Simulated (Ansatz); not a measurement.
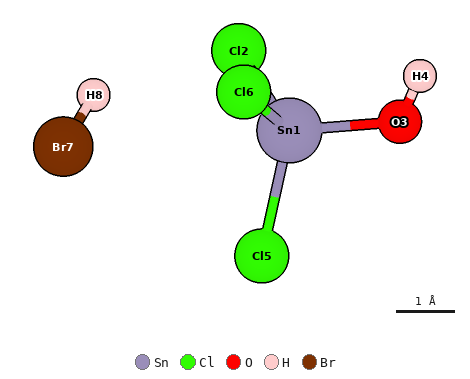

Fig. 1: The input geometry (ball-and-stick view, seen at a tilt; atoms are numbered from 1 in the order of the input). Sticks mark near contacts. Bond lengths as drawn: Br–H 1.42 Å, Cl–Sn 2.30 to 2.33 Å, H–O 0.96 Å and O–Sn 1.94 Å.

## Nudged elastic band of SnH2BrCl3O

SnH2BrCl3O, computed with RKS BHLYP-D4/def2-SVP (Ansatz 0.2.0).

One setting was made poor on purpose. It belongs to a series of runs on one base structure; here: band between the two ends. Figures and captions count atoms from 1; the log counts them from 0 in places.

## Input
```yaml
crystal:
  periodic: [false, false, false]
  atoms:
    - { symbol: Sn, position_ang: [0.202687, -0.036137, -0.093513] }
    - { symbol: Cl, position_ang: [0.298435, -0.060532, 2.233595] }
    - { symbol: O, position_ang: [2.015182, -0.028185, -0.792239] }
    - { symbol: H, position_ang: [2.472108, -0.867632, -0.74474] }
    - { symbol: Cl, position_ang: [-0.785049, 1.905364, -0.831956] }
    - { symbol: Cl, position_ang: [-0.897259, -1.940715, -0.80828] }
    - { symbol: Br, position_ang: [-3.439444, 0.049655, 1.488673] }
    - { symbol: H, position_ang: [-2.406361, 0.026082, 2.457561] }
basis:
  gaussian: { orbitals: def2-SVP }
hamiltonian:
  xc: { name: BHLYP }
  dispersion: d4
neb:
  order_check: false
  images: 5
  f_tol: 0.5
  max_iterations: 60
  final_atoms:
    - { symbol: Sn, position_ang: [-0.64726834, -0.32093041, -0.67312606] }
    - { symbol: Cl, position_ang: [0.50003539, 0.88985795, 2.73271416] }
    - { symbol: O, position_ang: [1.09236406, -0.87752458, -0.02471868] }
    - { symbol: H, position_ang: [1.32278123, -0.47361747, 0.8155822] }
    - { symbol: Cl, position_ang: [-0.72533953, 1.94031476, -1.16670316] }
    - { symbol: Cl, position_ang: [-1.05415349, -1.53779824, -2.59196985] }
    - { symbol: Br, position_ang: [-2.42137318, -0.81995901, 0.98212455] }
    - { symbol: H, position_ang: [-0.60674713, 0.24755701, 2.83519783] }
  initial_path:
    images:
      - { positions_ang: [[0.202687, -0.036137, -0.093513], [0.298435, -0.060532, 2.233595], [2.015182, -0.028185, -0.792239], [2.472108, -0.867632, -0.74474], [-0.785049, 1.905364, -0.831956], [-0.897259, -1.940715, -0.80828], [-3.439444, 0.049655, 1.488673], [-2.406361, 0.026082, 2.457561]] }
      - { positions_ang: [[0.13682543, -0.02377167, -0.06072942], [0.18728924, -0.04148328, 2.41057764], [1.9643513, -0.01737721, -0.73513667], [2.37534939, -0.89418494, -0.7412949], [-0.8969183, 1.92605448, -0.82497458], [-0.9700978, -1.94906225, -0.81123106], [-3.20977861, 0.03183098, 1.28450979], [-2.12672165, 0.01589389, 2.38738019]] }
      - { positions_ang: [[0.07096386, -0.01140634, -0.02794584], [0.07614348, -0.02243456, 2.58756029], [1.91352059, -0.00656942, -0.67803433], [2.27859079, -0.92073788, -0.73784979], [-1.00878761, 1.94674496, -0.81799317], [-1.04293659, -1.95740951, -0.81418211], [-2.98011321, 0.01400696, 1.08034658], [-1.8470823, 0.00570578, 2.31719938]] }
      - { positions_ang: [[0.00510229, 0.00095899, 0.00483774], [-0.03500228, -0.00338585, 2.76454293], [1.86268989, 0.00423838, -0.620932], [2.18183218, -0.94729082, -0.73440469], [-1.12065691, 1.96743544, -0.81101175], [-1.11577539, -1.96575676, -0.81713317], [-2.75044782, -0.00381707, 0.87618337], [-1.56744296, -0.00448232, 2.24701857]] }
      - { positions_ang: [[-0.21235458, -0.10633747, -0.22115019], [0.14334361, 0.29436208, 2.75393334], [1.60591461, -0.28968261, -0.42219422], [1.89548186, -0.7893997, -0.21774239], [-0.98888445, 1.95839521, -0.92957556], [-1.09523476, -1.82310392, -1.4087454], [-2.64075627, -0.27586438, 0.9114971], [-1.24721101, 0.07953079, 2.44307833]] }
      - { positions_ang: [[-0.42981146, -0.21363394, -0.44713813], [0.3216895, 0.59211002, 2.74332375], [1.34913933, -0.58360359, -0.22345645], [1.60913154, -0.63150859, 0.2989199], [-0.85711199, 1.94935499, -1.04813936], [-1.07469412, -1.68045108, -2.00035762], [-2.53106473, -0.5479117, 0.94681082], [-0.92697907, 0.1635439, 2.63913808]] }
      - { positions_ang: [[-0.64726834, -0.32093041, -0.67312606], [0.50003539, 0.88985795, 2.73271416], [1.09236406, -0.87752458, -0.02471868], [1.32278123, -0.47361747, 0.8155822], [-0.72533953, 1.94031476, -1.16670316], [-1.05415349, -1.53779824, -2.59196985], [-2.42137318, -0.81995901, 0.98212455], [-0.60674713, 0.24755701, 2.83519783]] }
```

Run on 4 threads of Arm Neoverse V1, 24 GiB of memory available, shared host.

Command:
```bash
ansatz run input.yaml --threads 4 --pin off --max-ram 5120MiB --backend cpu --events-out ev --progress --plain --runs-dir out
```

## Output
```
Engine: ansatz 0.2.0, aarch64-unknown-linux-gnu
Functional definition: BHLYP
  parameter a = 0.5
  exchange = (1 - a)*b88_x + a*exact_x
  correlation = lyp_c
1455 factors; integrals over basis functions are off by at most 2.7e-4 eV
mean field evaluation 1: about -115499.2756 eV, gradient 4.8e1 eV
mean field evaluation 2: about -115494.9315 eV, gradient 6.8e1 eV
mean field evaluation 4: about -115503.9372 eV, gradient 2.4e0 eV
mean field evaluation 8: about -115504.0478 eV, gradient 1.1e-1 eV
mean field evaluation 16: about -115504.0479 eV, gradient 3.6e-5 eV
mean field -115504.04786048 eV, -4244.6954674171 hartree, gradient 3.6e-5 eV, S^2 0.000000; 0 other end points of the search recorded, 0 dependent functions left out
the calculation of the forces begins
reference -115504.04805883 eV, -4244.6954747062 hartree; 59, 59 occupied and 77, 77 virtual orbitals, 1455 factors
1459 factors; integrals over basis functions are off by at most 7.2e-4 eV
mean field evaluation 32: about -115504.2998 eV, gradient 1.7e-4 eV
mean field -115504.29979461 eV, -4244.7047258256 hartree, gradient 3.0e-5 eV, S^2 0.000000; 0 other end points of the search recorded, 0 dependent functions left out
[... from here on the field's lines of each further geometry are left out, up to the last ...]
NEB iter   1: max|band force component| = 8.399e1 eV/Å  barrier→ = 11.0519 eV  barrier← = 11.3036 eV  Δτ_max = 0.2000 Å  (207 SCF iters)
NEB iter   2: max|band force component| = 2.092e1 eV/Å  barrier→ = 2.9657 eV  barrier← = 3.2173 eV  Δτ_max = 0.2000 Å  (168 SCF iters)
NEB iter   3: max|band force component| = 1.094e1 eV/Å  barrier→ = 1.4113 eV  barrier← = 1.6629 eV  Δτ_max = 0.2000 Å  (169 SCF iters)
NEB iter   4: max|band force component| = 3.319e0 eV/Å  barrier→ = 0.8556 eV  barrier← = 1.1072 eV  Δτ_max = 0.2000 Å  (170 SCF iters)
NEB iter   5: max|band force component| = 3.262e0 eV/Å  barrier→ = 0.9165 eV  barrier← = 1.1682 eV  Δτ_max = 0.1977 Å  (167 SCF iters)
NEB iter   6: max|band force component| = 2.348e0 eV/Å  barrier→ = 1.0120 eV  barrier← = 1.2636 eV  Δτ_max = 0.1639 Å  (168 SCF iters)
NEB iter   7: max|band force component| = 1.909e0 eV/Å  barrier→ = 0.9869 eV  barrier← = 1.2386 eV  Δτ_max = 0.1981 Å  (170 SCF iters)
NEB iter   8: max|band force component| = 1.387e0 eV/Å  barrier→ = 0.9005 eV  barrier← = 1.1522 eV  Δτ_max = 0.2000 Å  (167 SCF iters)
the calculation of the forces begins
reference -115504.18234266 eV, -4244.7004095462 hartree; 59, 59 occupied and 77, 77 virtual orbitals, 1460 factors
1459 factors; integrals over basis functions are off by at most 9.1e-4 eV
mean field -115503.12490345 eV, -4244.6615493719 hartree, gradient 2.7e-5 eV, S^2 0.000000; 1 other end points of the search recorded, 0 dependent functions left out
the calculation of the forces begins
reference -115503.12508795 eV, -4244.6615561520 hartree; 59, 59 occupied and 77, 77 virtual orbitals, 1459 factors
NEB iter   9: max|band force component| = 4.895e-1 eV/Å  barrier→ = 0.8764 eV  barrier← = 1.1281 eV  CI = image 2  Δτ_max = 0.0000 Å  (315 SCF iters)
```

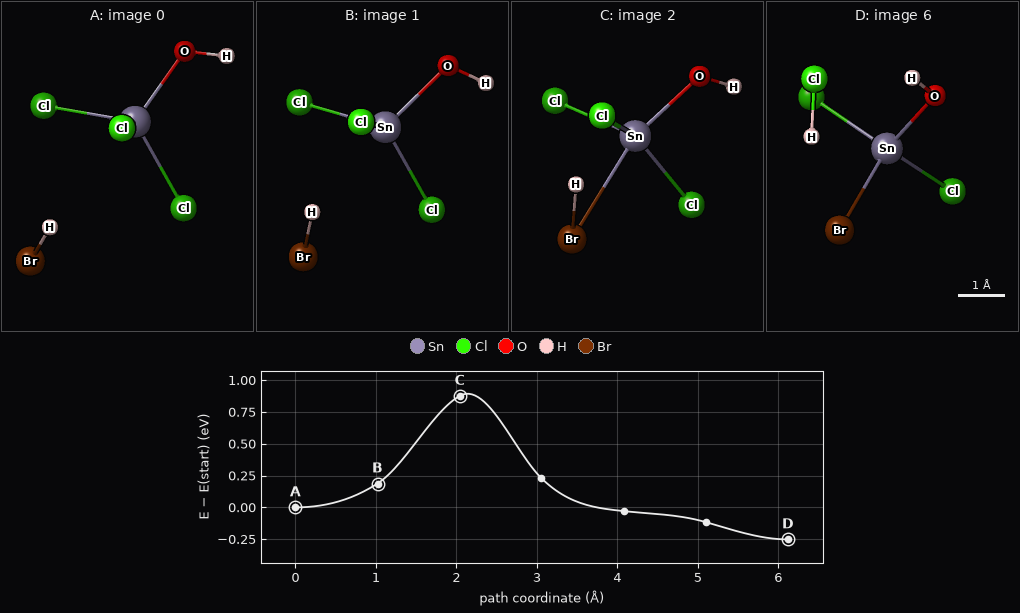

Fig. 2: Images of the last band (counted from 0; ball-and-stick, seen at a tilt) above the energy along the path; the line is a cubic interpolation that uses the forces. The highest image is number 2, 0.876 eV above the start and 1.128 eV above the end (the climbing image); the end lies 0.252 eV below the start. The path is 6.12 Å long. The band converged in 9 iterations.

```
Total energy: -115503.67724130 eV, -4244.6818474136 hartree
Atom 0 at    -0.220347    -0.021285     0.009959 Å, force     0.132449    -0.048701     0.096781 eV/Å
Atom 1 at     0.052348     0.551842     2.432429 Å, force     0.347082     0.029546    -0.170421 eV/Å
Atom 2 at     1.703704    -0.344206    -0.082097 Å, force    -0.100745     0.181345     0.145479 eV/Å
Atom 3 at     1.898091    -1.010914    -0.737074 Å, force     0.089495    -0.114822    -0.156637 eV/Å
Atom 4 at    -0.859435     1.990579    -0.919096 Å, force     0.039592     0.068906    -0.021378 eV/Å
Atom 5 at    -0.867023    -1.774266    -1.404295 Å, force    -0.016932    -0.023399     0.017699 eV/Å
Atom 6 at    -2.704061    -0.445925     1.332266 Å, force     0.037046     0.031266     0.141604 eV/Å
Atom 7 at    -1.542978     0.102075     2.277008 Å, force    -0.527987    -0.124140    -0.053128 eV/Å
Dipole moment:    -0.088423    -0.177382     0.106031 e Å
this run last wrote the band of iteration 9 to [file]
```

## The last band as extended XYZ (Å, eV, eV/Å)
```
8
Properties=species:S:1:pos:R:3:forces:R:3 image=0 energy=-115504.55348
Sn    0.2027   -0.0361   -0.0935    0.0039  -0.0001   0.0100
Cl    0.2984   -0.0605    2.2336   -0.0026   0.0007   0.0047
O     2.0152   -0.0282   -0.7922   -0.0050   0.0129  -0.0072
H     2.4721   -0.8676   -0.7447    0.0068  -0.0143  -0.0002
Cl   -0.7850    1.9054   -0.8320   -0.0029  -0.0034  -0.0038
Cl   -0.8973   -1.9407   -0.8083   -0.0001   0.0041  -0.0047
Br   -3.4394    0.0497    1.4887    0.0050   0.0002   0.0019
H    -2.4064    0.0261    2.4576   -0.0050  -0.0001  -0.0006
8
Properties=species:S:1:pos:R:3:forces:R:3 image=1 energy=-115504.36573
Sn    0.0755    0.0618   -0.0208    0.2492   0.0092  -0.0635
Cl    0.1944    0.3528    2.3024    0.0940  -0.0940  -0.0374
O     1.9614   -0.1943   -0.4322   -0.0747   0.1642  -0.0103
H     2.1144   -1.0696   -0.7824    0.1320  -0.1052  -0.1349
Cl   -0.7975    1.9979   -0.9076    0.0247   0.0494  -0.0230
Cl   -0.9107   -1.7694   -1.0530    0.0161  -0.0320   0.1637
Br   -3.1162   -0.3422    1.4515   -0.0731   0.0860   0.1943
H    -2.0609    0.0109    2.3512   -0.3681  -0.0776  -0.0888
8
Properties=species:S:1:pos:R:3:forces:R:3 image=2 energy=-115503.67706
Sn   -0.2203   -0.0213    0.0100    0.1324  -0.0487   0.0968
Cl    0.0523    0.5518    2.4324    0.3471   0.0295  -0.1704
O     1.7037   -0.3442   -0.0821   -0.1007   0.1813   0.1455
H     1.8981   -1.0109   -0.7371    0.0895  -0.1148  -0.1566
Cl   -0.8594    1.9906   -0.9191    0.0396   0.0689  -0.0214
Cl   -0.8670   -1.7743   -1.4043   -0.0169  -0.0234   0.0177
Br   -2.7041   -0.4459    1.3323    0.0370   0.0313   0.1416
H    -1.5430    0.1021    2.2770   -0.5280  -0.1241  -0.0531
8
Properties=species:S:1:pos:R:3:forces:R:3 image=3 energy=-115504.32381
Sn   -0.4596   -0.1237   -0.2328   -0.6026   0.0532  -0.0738
Cl    0.1139    0.5867    2.7688   -0.4566  -0.0368  -0.0361
O     1.4525   -0.3639    0.0772    0.0227  -0.4655  -0.3353
H     1.7879   -0.9863   -0.5898   -0.1611   0.3850   0.4647
Cl   -0.8484    2.0111   -1.0696    0.1184  -0.1441   0.1022
Cl   -0.8548   -1.7483   -1.8657    0.0997   0.0389  -0.1199
Br   -2.5818   -0.5622    1.1090    0.3178  -0.0837  -0.2907
H    -1.1495    0.2345    2.7120    0.6618   0.2531   0.2891
8
Properties=species:S:1:pos:R:3:forces:R:3 image=4 energy=-115504.58248
Sn   -0.5987   -0.1256   -0.5626    0.1145  -0.0420  -0.0516
Cl    0.2745    0.6498    3.0437   -0.0321   0.0267   0.0178
O     1.2588   -0.2659    0.0086   -0.1744  -0.0644   0.0236
H     1.6419   -1.1267   -0.1683   -0.0116   0.0306   0.0154
Cl   -0.8859    2.0216   -1.3592    0.0015   0.0088  -0.0043
Cl   -0.8416   -1.7255   -2.2343   -0.0013   0.0378  -0.0597
Br   -2.4659   -0.6020    0.9832    0.0561  -0.0301   0.0291
H    -0.9229    0.2223    3.1980    0.0473   0.0328   0.0297
8
Properties=species:S:1:pos:R:3:forces:R:3 image=5 energy=-115504.66922
Sn   -0.6353   -0.1787   -0.7308    0.2448   0.0224  -0.0415
Cl    0.4986    0.5757    3.0644   -0.0030  -0.0321  -0.0432
O     1.2362   -0.4023   -0.2359   -0.3154   0.0816  -0.1557
H     1.3761   -0.8300    0.6042    0.0564  -0.0163   0.3225
Cl   -0.9050    1.9851   -1.4983    0.0001  -0.0373  -0.0002
Cl   -1.0225   -1.7112   -2.4184   -0.0681  -0.0038  -0.1101
Br   -2.3547   -0.6170    0.9904    0.0338  -0.0281   0.0422
H    -0.7331    0.2264    3.1334    0.0515   0.0136  -0.0140
8
Properties=species:S:1:pos:R:3:forces:R:3 image=6 energy=-115504.80515
Sn   -0.6473   -0.3209   -0.6731   -0.0036   0.0004  -0.0009
Cl    0.5000    0.8899    2.7327    0.0015   0.0018  -0.0020
O     1.0924   -0.8775   -0.0247    0.0041   0.0056   0.0140
H     1.3228   -0.4736    0.8156   -0.0051  -0.0051  -0.0107
Cl   -0.7253    1.9403   -1.1667    0.0020   0.0000   0.0030
Cl   -1.0542   -1.5378   -2.5920   -0.0008  -0.0011  -0.0021
Br   -2.4214   -0.8200    0.9821    0.0028  -0.0010  -0.0003
H    -0.6067    0.2476    2.8352   -0.0009  -0.0007  -0.0009
```

## Results in brief

- outcome: converged
- barrier, forward: 0.876 eV
- barrier, backward: 1.128 eV
- wall time: 3.2 min (CPU time 12 min)
- peak memory: 0.48 GiB

## Remarks

A deliberately poor setting: loose force. The order of the saddle point was not checked.
